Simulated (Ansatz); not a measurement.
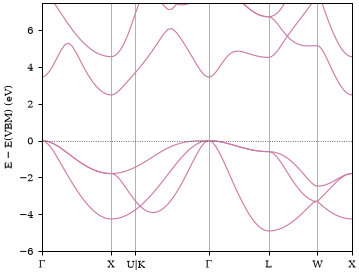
Figure: Band structure from r²SCAN (plane waves, PAW; program Ansatz)

Problem. Read off the gap and where the band edges lie.

Solution. About 2.5 eV (2.48 eV by a search for the band edges); maximum at Γ, minimum at X.

The material is MgSe (rock salt, Fm-3m).

The r²SCAN relaxation kept the symmetry of its start. Scalar-relativistic: spin–orbit coupling is off unless named, which matters more the heavier the elements.

Potentials: the later of the program's two PAW sets.
